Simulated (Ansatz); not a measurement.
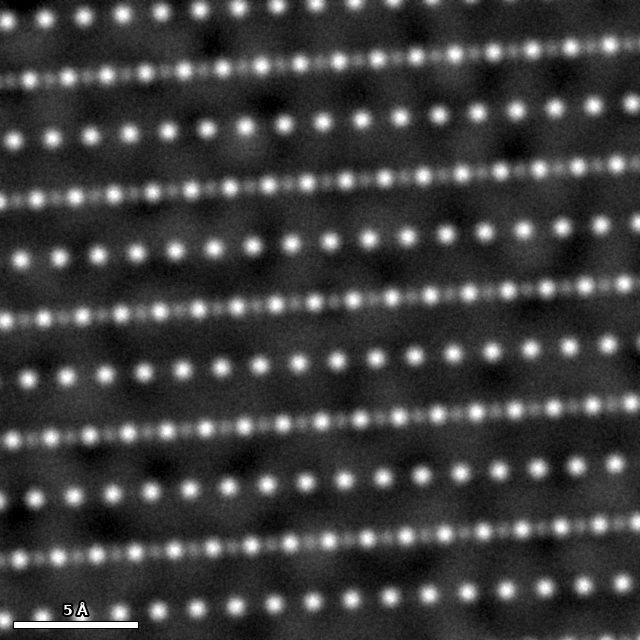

Z-contrast image of Ta₂SeO (P4/mmm, No. 123). The image is simulated as a sum over atoms of Z^1.7, blurred by a 0.50 Å probe (no channelling). The display is stretched by a gamma of 0.65; percentages refer to the linear signal. Shot noise and the speckle of an amorphous layer were added. Model: the end point of a relaxation with DFT PBEsol, scalar-relativistic, plane waves, PAW (Ansatz 0.2.0); the starting structure was generated, so it need not be a known form of this composition.

```
Ta Se O
1.0
     3.51681    0.00000    0.00000
     0.00000    3.51681    0.00000
     0.00000    0.00000    4.85324
Ta Se O
2 1 1
Direct
  0.00000 0.00000 0.00000
  0.50000 0.50000 0.50000
  0.00000 0.00000 0.50000
  0.50000 0.50000 0.00000
```

**Along which zone axis is the crystal seen: [210], [100], [102] or [201]? (Directions equivalent by symmetry count as one.)**

[210]. The projected cells are 1.57 × 4.85 Å, 90° for [210]; 3.52 × 4.85 Å, 90° for [100]; 1.65 × 3.52 Å, 90° for [102]; 2.00 × 3.52 Å, 90° for [201], and the image repeats as the [210] one does.
